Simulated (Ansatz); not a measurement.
Geometry relaxation, with input and output: C3H10BN (part 2 of 2)

The same run, continued: C3H10BN; RKS PBE-D4/def2-SVP (Ansatz 0.2.0). The geometry: force-field start.

Geometry of the input (Å):
```
C  -0.7676  0.2537  1.7175
C  0.5149  0.5628  1.0169
B  0.9292  -0.6540  0.0690
N  0.1779  -1.1215  -1.0979
C  -0.0390  -0.0837  -2.1136
H  -0.7679  -0.6214  2.3018
H  -1.0258  1.1430  2.3936
H  -1.5943  0.2361  0.9504
H  1.3047  0.7366  1.8331
H  0.4485  1.4927  0.4330
H  1.9576  -1.2253  0.3469
H  -0.8263  -1.3649  -0.7119
H  0.9055  0.2895  -2.4745
H  -0.6256  -0.4661  -2.9498
H  -0.6137  0.7718  -1.6852
```

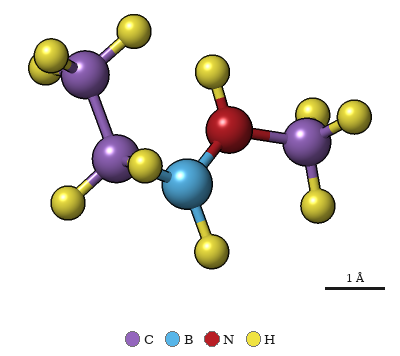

Figure 1. The geometry at step 13 of the log (ball-and-stick view, seen at a tilt).

Trajectory as extended XYZ, continued:
```
15
Properties=species:S:1:pos:R:3:forces:R:3 step=6 energy=-5428.90837
C    -0.8528    0.2867    1.7629    0.2239   0.0003  -0.1529
C     0.5476    0.4710    1.1399   -0.2672  -0.3150   0.6164
B     0.9799   -0.5621    0.0344   -0.3740  -0.4234  -0.2522
N     0.0024   -1.0689   -0.9579    0.6526   0.5127  -0.1358
C    -0.0194   -0.1405   -2.1040   -0.0275  -0.3300  -0.2921
H    -0.8712   -0.6059    2.4195   -0.0577  -0.0079   0.0412
H    -1.1655    1.1597    2.3703   -0.0317  -0.0133  -0.0065
H    -1.6136    0.1304    0.9697   -0.0786   0.0327   0.0606
H     1.3133    0.6123    1.9331    0.0051   0.0350  -0.0664
H     0.5380    1.4295    0.5586    0.1587  -0.0199  -0.0711
H     2.1822   -0.8831   -0.0910   -0.4749   0.4035  -0.3205
H    -0.9758   -1.2374   -0.6917    0.1717   0.3060   0.4746
H     0.9904    0.0222   -2.5430    0.0351  -0.1126   0.1825
H    -0.6533   -0.5362   -2.9258    0.0005  -0.0509  -0.0331
H    -0.4241    0.8718   -1.8458    0.0639  -0.0171  -0.0448
15
Properties=species:S:1:pos:R:3:forces:R:3 step=7 energy=-5429.10062
C    -0.8633    0.2743    1.7880    0.1856   0.1245  -0.0876
C     0.5422    0.4416    1.1834   -0.1192  -0.3714   0.4597
B     0.9719   -0.5416    0.0286   -0.4512  -0.2173  -0.5260
N    -0.0201   -1.0422   -0.9423    0.4678   0.6936   0.1051
C    -0.0031   -0.1727   -2.1378   -0.0529  -0.2986  -0.1484
H    -0.9033   -0.6169    2.4415   -0.0662  -0.0736   0.0800
H    -1.1710    1.1525    2.3935   -0.0127  -0.0585  -0.0106
H    -1.6245    0.1380    0.9901   -0.0338   0.0176   0.0581
H     1.3178    0.5720    1.9702   -0.0678  -0.0110  -0.0277
H     0.5579    1.4054    0.6078    0.1387  -0.0192  -0.0546
H     2.1762   -0.7424   -0.2262   -0.4770   0.2905  -0.1234
H    -1.0054   -1.1440   -0.6421    0.4231   0.2624   0.2417
H     1.0233   -0.0521   -2.5515   -0.0298  -0.1224   0.1598
H    -0.6360   -0.5846   -2.9518    0.0029  -0.0679  -0.0403
H    -0.3846    0.8620   -1.9222    0.0925  -0.1486  -0.0858
15
Properties=species:S:1:pos:R:3:forces:R:3 step=8 energy=-5429.32401
C    -0.8732    0.2592    1.8251    0.1268   0.0510   0.0311
C     0.5402    0.4040    1.2475   -0.0309  -0.2286   0.0370
B     0.9573   -0.4888    0.0152   -0.0936  -0.2202  -0.5666
N    -0.0295   -0.9787   -0.9366    0.0594   0.8690   0.2813
C     0.0057   -0.2149   -2.2044   -0.0206  -0.1886   0.0973
H    -0.9473   -0.6386    2.4700   -0.0531  -0.0279   0.0332
H    -1.1733    1.1367    2.4343   -0.0053  -0.0409   0.0271
H    -1.6343    0.1539    1.0209    0.0132   0.0074   0.0414
H     1.3218    0.5087    2.0292   -0.0681  -0.0920   0.0516
H     0.5951    1.3809    0.6885    0.0702  -0.0116   0.0481
H     2.1476   -0.5907   -0.3449   -0.4449   0.2532   0.1024
H    -1.0037   -1.0100   -0.5762    0.4489   0.1194  -0.1372
H     1.0505   -0.1414   -2.5846   -0.1422  -0.1070   0.0873
H    -0.6232   -0.6735   -2.9978    0.0382  -0.0687   0.0269
H    -0.3556    0.8427   -2.0567    0.1021  -0.3144  -0.1610
15
Properties=species:S:1:pos:R:3:forces:R:3 step=9 energy=-5429.53126
C    -0.8745    0.2420    1.8671    0.0726  -0.1140   0.0716
C     0.5448    0.3691    1.3084    0.0349   0.0934  -0.1663
B     0.9437   -0.4121   -0.0015   -0.2584  -0.1864  -0.2764
N    -0.0507   -0.8765   -0.9264    0.0842   0.9496  -0.1540
C     0.0135   -0.2645   -2.2798   -0.1060  -0.1185   0.3360
H    -0.9800   -0.6705    2.4926   -0.0295   0.0505  -0.0342
H    -1.1660    1.1104    2.4912   -0.0011  -0.0090   0.0599
H    -1.6322    0.1712    1.0549    0.0176   0.0180   0.0479
H     1.3240    0.4112    2.0976   -0.0484  -0.1240   0.0360
H     0.6417    1.3768    0.7991    0.0126  -0.0824   0.2065
H     2.0969   -0.4158   -0.4147   -0.0014   0.1292   0.0555
H    -1.0130   -0.8571   -0.5481    0.2199  -0.0149  -0.2446
H     1.0712   -0.2482   -2.6325   -0.2160  -0.0864   0.0809
H    -0.6086   -0.7985   -3.0357    0.0928  -0.0133   0.1505
H    -0.3326    0.8118   -2.2427    0.1263  -0.4918  -0.1692
15
Properties=species:S:1:pos:R:3:forces:R:3 step=10 energy=-5429.70009
C    -0.8724    0.2318    1.8902   -0.0079  -0.0815   0.0310
C     0.5523    0.3627    1.3494    0.1363   0.2308  -0.0610
B     0.9397   -0.3206   -0.0171   -0.2041  -0.2905  -0.1532
N    -0.0607   -0.7703   -0.9293    0.1256   0.9928  -0.3716
C     0.0073   -0.3040   -2.3390   -0.1961  -0.2328   0.4095
H    -1.0098   -0.7092    2.4660    0.0057   0.0481  -0.0560
H    -1.1526    1.0722    2.5573    0.0014  -0.0257   0.0564
H    -1.6236    0.2237    1.0687   -0.0035   0.0228   0.0595
H     1.3190    0.2913    2.1525   -0.0612  -0.0860  -0.0747
H     0.6976    1.4129    0.9451   -0.0277  -0.1568   0.2527
H     2.0974   -0.2976   -0.4206   -0.0656   0.1041  -0.0088
H    -1.0223   -0.7476   -0.5546    0.1777  -0.0439  -0.2263
H     1.0673   -0.3209   -2.6758   -0.1635  -0.0351   0.0363
H    -0.6011   -0.9354   -3.0296    0.1233   0.0442   0.1321
H    -0.3602    0.7604   -2.4340    0.1595  -0.4902  -0.0259
15
Properties=species:S:1:pos:R:3:forces:R:3 step=11 energy=-5429.85412
C    -0.8697    0.2226    1.9215   -0.0707  -0.0821   0.1083
C     0.5576    0.3645    1.3886    0.2445   0.3227   0.0872
B     0.9212   -0.2601   -0.0166    0.1243   0.3099  -0.2447
N    -0.0805   -0.6212   -0.9364   -0.0109   0.3629  -0.9711
C     0.0141   -0.3551   -2.4026   -0.3067   0.0155   0.7828
H    -1.0189   -0.7494    2.4425   -0.0058   0.0747  -0.0657
H    -1.1379    1.0268    2.6403    0.0218  -0.0859   0.0113
H    -1.6295    0.2732    1.1068    0.0602   0.0308   0.0756
H     1.3243    0.1852    2.1838   -0.2026  -0.0324  -0.1839
H     0.7354    1.4507    1.0984   -0.0369  -0.4050   0.2005
H     2.0678   -0.1751   -0.4544   -0.0855  -0.0687   0.0965
H    -1.0467   -0.6316   -0.5867    0.0429  -0.0009  -0.1592
H     1.0770   -0.4052   -2.7160   -0.0802  -0.0448   0.0540
H    -0.5840   -1.0683   -3.0252    0.1602   0.1287   0.2667
H    -0.3522    0.6923   -2.6146    0.1455  -0.5253  -0.0582
15
Properties=species:S:1:pos:R:3:forces:R:3 step=12 energy=-5429.99428
C    -0.8704    0.2283    1.9667   -0.1750  -0.1057  -0.0315
C     0.5442    0.3854    1.4051    0.3398   0.1838  -0.1003
B     0.8957   -0.1547   -0.0543   -0.1248   0.1857   0.0920
N    -0.1007   -0.5272   -0.9764    0.2688   0.2475  -0.4423
C     0.0277   -0.4065   -2.4393   -0.1960   0.0385   0.4813
H    -1.0501   -0.8076    2.3387   -0.0065   0.1639  -0.0410
H    -1.0791    0.9315    2.8060    0.0566  -0.1656  -0.0661
H    -1.6505    0.4354    1.1947    0.0912  -0.0162   0.0903
H     1.3131    0.0969    2.1648   -0.1388   0.0139  -0.1796
H     0.7514    1.4844    1.2323   -0.0200  -0.2876   0.1267
H     2.0433   -0.0668   -0.4831   -0.0729  -0.0167   0.0619
H    -1.0651   -0.5833   -0.6389   -0.1024   0.0321  -0.0916
H     1.0967   -0.4854   -2.7202   -0.0406  -0.0350   0.0293
H    -0.5478   -1.1839   -2.9936    0.0745   0.0708   0.1279
H    -0.3303    0.6027   -2.7734    0.0462  -0.3094  -0.0570
15
Properties=species:S:1:pos:R:3:forces:R:3 step=13 energy=-5430.08384
C    -0.8615    0.1922    1.9298   -0.0606   0.1219   0.1939
C     0.5704    0.4000    1.4318   -0.0482   0.0270  -0.2783
B     0.8888   -0.0356   -0.0551    0.0775  -0.1083  -0.0611
N    -0.1169   -0.3917   -0.9680    0.0199   0.2143  -0.2665
C     0.0136   -0.4490   -2.4203   -0.0191   0.0639   0.1449
H    -1.0667   -0.8619    2.2221    0.0568   0.0785  -0.0921
H    -1.0794    0.8246    2.8180   -0.0662  -0.0954  -0.0159
H    -1.6126    0.4739    1.1552    0.0377  -0.0057   0.1036
H     1.3239    0.0109    2.1519   -0.0388   0.0177  -0.0473
H     0.7961    1.4961    1.3535   -0.0160  -0.0450   0.2151
H     2.0318    0.0420   -0.4858    0.0067  -0.0492  -0.0161
H    -1.0908   -0.3855   -0.6490    0.0011  -0.0773   0.0295
H     1.0824   -0.5702   -2.6827   -0.0191  -0.0008  -0.0196
H    -0.5553   -1.2921   -2.8729    0.0377   0.0204   0.0987
H    -0.3458    0.4955   -2.8991    0.0306  -0.1620   0.0112
15
Properties=species:S:1:pos:R:3:forces:R:3 step=14 energy=-5430.14760
C    -0.8680    0.2206    1.9395   -0.0195  -0.0602  -0.0046
C     0.5619    0.4205    1.4222    0.0109   0.0817   0.1009
B     0.8829    0.0360   -0.0788   -0.0767  -0.0156   0.0233
N    -0.1220   -0.3114   -0.9913   -0.0005   0.0395  -0.1968
C     0.0229   -0.4838   -2.4278   -0.0496  -0.0298   0.0023
H    -1.1095   -0.8584    2.0589   -0.0168   0.0511  -0.0291
H    -1.0417    0.7026    2.9257    0.0375  -0.0466  -0.0365
H    -1.6257    0.6505    1.2468    0.0180   0.0072   0.0161
H     1.2950   -0.0757    2.0982   -0.0112   0.0017  -0.0192
H     0.8398    1.5016    1.4921    0.0149  -0.0279   0.0203
H     2.0264    0.0898   -0.5057    0.0386   0.0110  -0.0109
H    -1.0952   -0.3592   -0.6711    0.0477   0.0210   0.0194
H     1.0973   -0.5426   -2.6924   -0.0322   0.0105   0.0508
H    -0.4711   -1.4130   -2.7924    0.0288   0.0410   0.0381
H    -0.4148    0.3720   -2.9948    0.0101  -0.0845   0.0260
15
Properties=species:S:1:pos:R:3:forces:R:3 step=15 energy=-5430.16961
C    -0.8722    0.2324    1.9177    0.0106   0.0401   0.0817
C     0.5676    0.4272    1.4296   -0.0246  -0.0181  -0.0524
B     0.8833    0.0852   -0.0853   -0.0109   0.0031  -0.0296
N    -0.1213   -0.2637   -0.9996    0.0376   0.0249   0.0473
C     0.0177   -0.5140   -2.4213    0.0084   0.0073   0.0305
H    -1.1755   -0.8357    1.8968    0.0024  -0.0084  -0.0342
H    -1.0148    0.5839    2.9608   -0.0079  -0.0186   0.0038
H    -1.6046    0.7947    1.2987    0.0111   0.0067  -0.0264
H     1.2775   -0.1388    2.0745    0.0022  -0.0133  -0.0019
H     0.8842    1.4883    1.5693   -0.0091   0.0066   0.0238
H     2.0274    0.1503   -0.5114    0.0266  -0.0005  -0.0187
H    -1.0860   -0.3193   -0.6604   -0.0423  -0.0037  -0.0161
H     1.0909   -0.4955   -2.6919   -0.0074  -0.0006  -0.0051
H    -0.3953   -1.5037   -2.7153    0.0068  -0.0132   0.0051
H    -0.5008    0.2579   -3.0331   -0.0036  -0.0124  -0.0078
15
Properties=species:S:1:pos:R:3:forces:R:3 step=16 energy=-5430.16035 accepted=F
C    -0.8760    0.2537    1.8999   -0.3589  -0.0854   0.0979
C     0.5724    0.4313    1.4325    0.1298   0.0765   0.0690
B     0.8861    0.1420   -0.0956    0.0493  -0.0684   0.0321
N    -0.1195   -0.2284   -0.9984   -0.0532  -0.0057  -0.0210
C     0.0142   -0.5443   -2.4084   -0.0849  -0.0372  -0.1495
H    -1.2408   -0.7984    1.7198    0.1255   0.4689   0.0989
H    -1.0011    0.4615    2.9970   -0.0011  -0.0861  -0.4281
H    -1.5724    0.9480    1.3522    0.2261  -0.2790   0.2321
H     1.2573   -0.2106    2.0428   -0.0751   0.0827  -0.0912
H     0.9273    1.4712    1.6532   -0.0434  -0.1520  -0.0208
H     2.0297    0.2133   -0.5269   -0.0158   0.0308  -0.0038
H    -1.0788   -0.2993   -0.6445   -0.0181  -0.0145  -0.0395
H     1.0819   -0.4424   -2.6984   -0.1434  -0.0295  -0.0092
H    -0.3122   -1.5936   -2.6388    0.0958   0.2910   0.0556
H    -0.5900    0.1452   -3.0569    0.1675  -0.1921   0.1774
15
Properties=species:S:1:pos:R:3:forces:R:3 step=17 energy=-5430.17475
C    -0.8733    0.2442    1.9119    0.0011  -0.0074  -0.0373
C     0.5703    0.4263    1.4300    0.0089   0.0159   0.0245
B     0.8842    0.1100   -0.0909   -0.0377   0.0056   0.0264
N    -0.1235   -0.2474   -0.9969    0.0168   0.0033  -0.0168
C     0.0167   -0.5268   -2.4125   -0.0017  -0.0008  -0.0137
H    -1.2036   -0.8128    1.8214   -0.0080  -0.0031  -0.0058
H    -1.0133    0.5338    2.9737    0.0116  -0.0006   0.0045
H    -1.5847    0.8596    1.3192   -0.0056   0.0088   0.0062
H     1.2666   -0.1781    2.0558    0.0079  -0.0068  -0.0004
H     0.9080    1.4743    1.6108    0.0041   0.0012   0.0082
H     2.0260    0.1859   -0.5228    0.0083  -0.0027  -0.0104
H    -1.0883   -0.3120   -0.6577   -0.0031  -0.0036   0.0050
H     1.0855   -0.4678   -2.6940   -0.0013   0.0028   0.0040
H    -0.3511   -1.5427   -2.6775    0.0009  -0.0038   0.0025
H    -0.5414    0.2029   -3.0411   -0.0023  -0.0087   0.0029
15
Properties=species:S:1:pos:R:3:forces:R:3 step=18 energy=-5430.17565
C    -0.8760    0.2601    1.9005   -0.0699  -0.0164   0.0132
C     0.5745    0.4265    1.4335    0.0333   0.0013   0.0182
B     0.8821    0.1333   -0.0938    0.0075  -0.0159   0.0332
N    -0.1244   -0.2401   -0.9946   -0.0210  -0.0155  -0.0204
C     0.0157   -0.5383   -2.4067    0.0120  -0.0376  -0.0467
H    -1.2424   -0.7806    1.7378    0.0317   0.1107   0.0289
H    -1.0049    0.4822    2.9827   -0.0095  -0.0231  -0.0878
H    -1.5654    0.9398    1.3479    0.0540  -0.0602   0.0590
H     1.2547   -0.2188    2.0400   -0.0332   0.0263  -0.0291
H     0.9378    1.4594    1.6536   -0.0160  -0.0419  -0.0122
H     2.0219    0.2181   -0.5312   -0.0064   0.0198  -0.0109
H    -1.0854   -0.3322   -0.6492    0.0204   0.0198   0.0028
H     1.0784   -0.4247   -2.7004   -0.0566  -0.0065   0.0061
H    -0.2970   -1.5813   -2.6473    0.0228   0.0706   0.0103
H    -0.5915    0.1457   -3.0435    0.0311  -0.0314   0.0356
15
Properties=species:S:1:pos:R:3:forces:R:3 step=19 energy=-5430.17659
C    -0.8758    0.2572    1.9040    0.0063   0.0049  -0.0016
C     0.5732    0.4249    1.4331   -0.0042   0.0097  -0.0110
B     0.8819    0.1294   -0.0934   -0.0034   0.0165   0.0074
N    -0.1236   -0.2421   -0.9962   -0.0131  -0.0106  -0.0071
C     0.0173   -0.5394   -2.4084   -0.0137   0.0100   0.0051
H    -1.2377   -0.7827    1.7521   -0.0036   0.0006   0.0030
H    -1.0048    0.4868    2.9819   -0.0039  -0.0029  -0.0047
H    -1.5680    0.9279    1.3500    0.0021  -0.0012   0.0037
H     1.2550   -0.2135    2.0416    0.0036  -0.0071   0.0002
H     0.9325    1.4592    1.6464    0.0002  -0.0041   0.0001
H     2.0200    0.2249   -0.5333    0.0003  -0.0083   0.0022
H    -1.0862   -0.3228   -0.6529    0.0119  -0.0045   0.0020
H     1.0802   -0.4389   -2.6985    0.0102   0.0006  -0.0072
H    -0.3079   -1.5752   -2.6526    0.0033   0.0010   0.0021
H    -0.5779    0.1536   -3.0443    0.0039  -0.0045   0.0058
```
